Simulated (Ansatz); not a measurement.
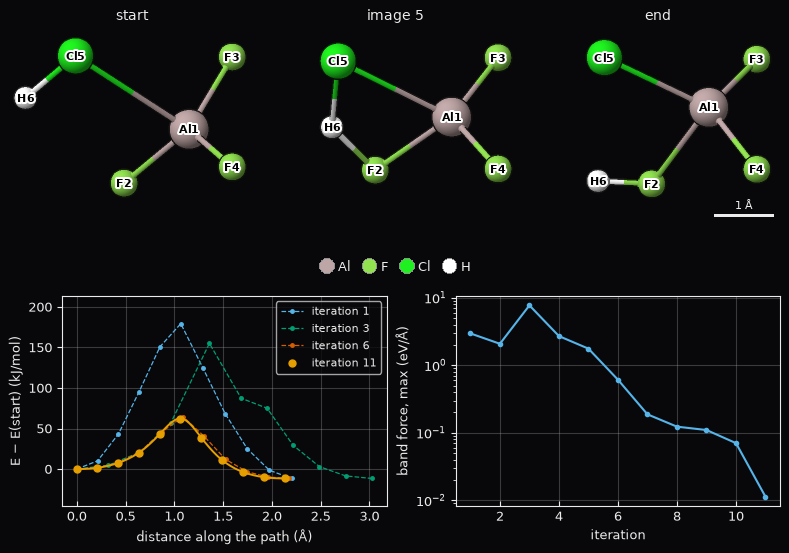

A nudged-elastic-band calculation for AlHClF₃. Images are numbered from 0 (start) to 10 (end). The plot follows the band through its iterations. Style: ball-and-stick. Shown from a free direction.

These are results of Ansatz 0.2.0, RHF/def2-SVP, not measurements. Settings: 9 movable images; climbing image; force threshold 0.05 eV/Å; iteration limit 60; starting path through a guess of the saddle point.

Did the band converge, and can the barrier be trusted?

The result is final at these settings. The band converged in 11 iterations. The largest component of the band force went from 3 to 0.011 eV/Å. The climbing image converged on the top of the path. Its vibrational analysis gives one imaginary mode (1304i cm⁻¹), as a transition state must have. The first iteration put the highest image at 179.3 kJ/mol. The energy climbs by 62.3 kJ/mol to image 5 and then falls by 73.9 kJ/mol, so the end point sits at −11.6 kJ/mol.

Limits of the set-up: Hartree-Fock leaves out electron correlation.

Cost: 78 s on 1 thread of Intel(R) Xeon(R) 6975P-C (Granite Rapids) (shared host), peak memory 0.17 GiB.
